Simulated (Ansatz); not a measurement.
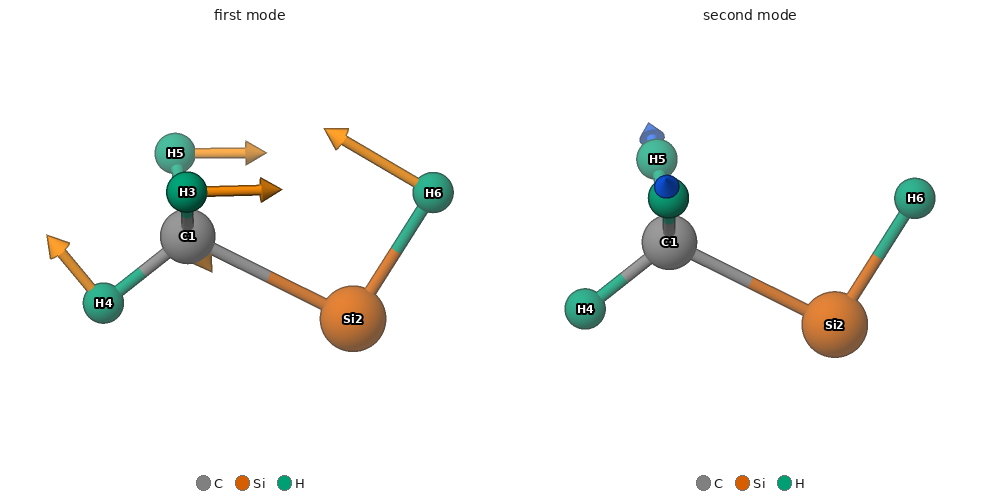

The system is CH4Si, SMILES C[SiH]; the picture shows the reference structure; its two panels give the patterns of the first and the second mode as arrows. The first coordinate is: normal mode 3 (625 cm⁻¹); the second: normal mode 12 (3140 cm⁻¹). Nothing is relaxed (straight displacements along the two mass-weighted modes). Grid: 15 × 15 points. Points are written as (first, second). Energies are in kJ/mol, from the lowest grid point. Computed with Ansatz 0.2.0, RKS PBE0-D4/def2-TZVP.

Its coordinates:

| atom | x (Å) | y (Å) | z (Å) |
| --- | --- | --- | --- |
| C | -0.0937 | -0.3662 | -0.3702 |
| Si | 0.9182 | 0.2106 | 1.1214 |
| H | -1.1572 | -0.4098 | -0.1025 |
| H | 0.2148 | -1.3359 | -0.7626 |
| H | -0.0234 | 0.3817 | -1.1707 |
| H | 0.1413 | 1.5196 | 1.2847 |

Range: normal mode 3 (625 cm⁻¹) from −0.747 to 0.747 amu½·Å; normal mode 12 (3140 cm⁻¹) from −0.235 to 0.235 amu½·Å.

Question: What landscape does the calculation give?

Answer: The lowest grid point is at (0.000 amu½·Å, 0.000 amu½·Å). It is the only kind of minimum in the scanned range. The highest grid point, (0.000 amu½·Å, 0.235 amu½·Å), lies 145 kJ/mol above the lowest.

```tsv
second ↓, first →	−0.747	−0.640	−0.534	−0.427	−0.320	−0.213	−0.107	0.000	0.107	0.213	0.320	0.427	0.534	0.640	0.747
0.235	115	117	122	128	134	139	143	145	144	141	136	131	127	125	127
0.201	91	88	89	91	94	97	99	100	99	98	96	94	94	96	102
0.168	72	66	63	63	63	64	65	65	65	65	65	65	68	73	83
0.134	59	50	45	42	40	39	39	39	39	40	41	44	49	57	69
0.101	50	40	32	27	24	22	21	21	21	23	25	29	36	46	60
0.067	45	33	25	18	14	11	9	9	9	11	15	20	28	40	55
0.034	43	31	21	14	8	5	3	2	3	5	9	15	25	37	54
0.000	45	32	21	13	7	3	1	0	1	3	8	15	25	38	56
−0.034	49	35	24	16	10	5	3	2	3	6	10	18	28	42	60
−0.067	55	41	30	22	15	11	8	7	8	11	16	24	34	49	67
−0.101	63	50	38	30	23	19	16	15	16	19	25	32	43	58	76
−0.134	73	60	49	40	34	29	27	26	27	30	36	43	54	69	87
−0.168	84	71	61	52	46	42	40	39	40	43	49	57	67	81	100
−0.201	97	84	74	66	61	57	55	54	55	58	64	71	82	96	114
−0.235	111	99	89	82	76	73	71	71	72	75	80	88	98	112	129
```

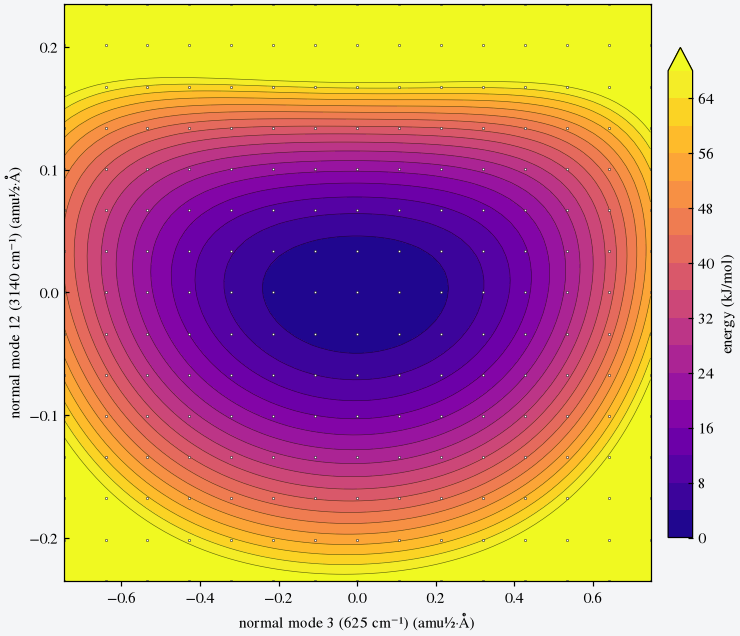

In the figure: filled contours, dots at the grid points, one colour for all values above the top of the scale. Between grid points the surface is interpolated.

The whole map (225 points run) took 6.8 min on 1 thread of Arm Neoverse V1, with other jobs on the host.
